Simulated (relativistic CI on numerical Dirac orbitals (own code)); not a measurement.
# Co²⁺: 3s photoemission multiplets

Wanted: the shape of the 3s photoemission spectrum of Co²⁺ in 4 surroundings, from the same atomic integrals.

Program: relativistic CI on numerical Dirac orbitals (own code) version 1. Level of theory: Dirac-Coulomb-Breit CI, KLI orbitals optimised for each configuration, model QED (radiative potential, 1s self-energy scaled to tabulated hydrogen-like ionisation energies), valence Slater integrals scaled by 0.8, multiplet model of photoemission in the sudden approximation. These are calculated values, not measurements, unless marked.

## Step 1: What is computed

- ion: Co²⁺ (Co III)
- nuclear charge: 27
- electrons: 25
- configurations: [Ar] 3d7 → [Ne] 3s 3p6 3d7
- temperature: 80 K
- widths: Lorentz 1.05 eV, Gauss 0.6 eV
- surrounding 1: free ion
- surrounding 2: Oh, 10Dq = 3250 cm⁻¹
- surrounding 3: Oh, 10Dq = 8950 cm⁻¹
- surrounding 4: Oh, 10Dq = 14700 cm⁻¹

## Step 2: Surrounding 1: free ion

The run's settings:

```ini
atom Co  Z=27  charge=2  electrons=25
nucleus A=59  rms_radius_fm=3.7875
hamiltonian dirac-coulomb  breit=on  qed=on  c_scale=1
orbitals kli  potential=per-configuration
slater_scale 0.8
correlation none
mixing on
configurations
  [Ar] 3d7
  [Ne] 3s 3p6 3d7
end
photoemission 3s T=80 lorentz=1.05 gauss=0.6
crystal_field free
```

## Step 3: Surrounding 2: Oh, 10Dq = 3250

The settings differ from step 2 so:

```diff
@@ -12,2 +12,2 @@
 photoemission 3s T=80 lorentz=1.05 gauss=0.6
-crystal_field free
+crystal_field Oh 10Dq=3250
```

## Step 4: Surrounding 3: Oh, 10Dq = 8950

The settings differ from step 3 so:

```diff
@@ -12,2 +12,2 @@
 photoemission 3s T=80 lorentz=1.05 gauss=0.6
-crystal_field Oh 10Dq=3250
+crystal_field Oh 10Dq=8950
```

## Step 5: Surrounding 4: Oh, 10Dq = 14700

The settings differ from step 4 so:

```diff
@@ -12,2 +12,2 @@
 photoemission 3s T=80 lorentz=1.05 gauss=0.6
-crystal_field Oh 10Dq=8950
+crystal_field Oh 10Dq=14700
```

(Steps that only read results are left out.)

Q: Predict the outcome of this session. Wanted: highest peak, first run; ground spin.

The runs gave:

| surrounding | ground S | centroid (eV) | spread (eV) | up to four highest peaks (% of the highest), eV |
| --- | --- | --- | --- | --- |
| 1: free | 1.50 | 139.68 | 3.99 | 136.6 (100), 144.8 (59) |
| 2: Oh | 1.50 | 139.68 | 3.99 | 136.6 (100), 144.8 (59) |
| 3: Oh | 1.50 | 139.69 | 3.99 | 136.6 (100), 144.8 (59) |
| 4: Oh | 1.50 | 139.69 | 3.99 | 136.6 (100), 144.8 (59) |

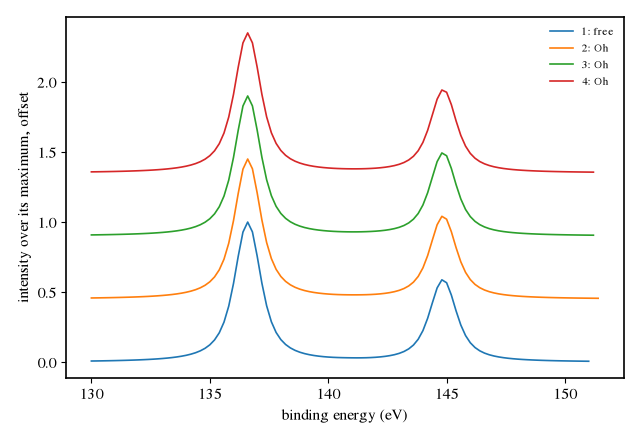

The spectra, each scaled to its maximum and offset.

| quantity | value |
| --- | --- |
| highest peak, first run | 136.6 eV |
| ground spin (effective S from ⟨S²⟩) | 1.50 |

The highest peak stays in place, within the step of the energy grid, in all surroundings. Energies are those of the free ion without screening by ligands; binding energies in solids differ by tens of eV. The exchange splitting of an s hole comes out too large without intra-shell correlation.
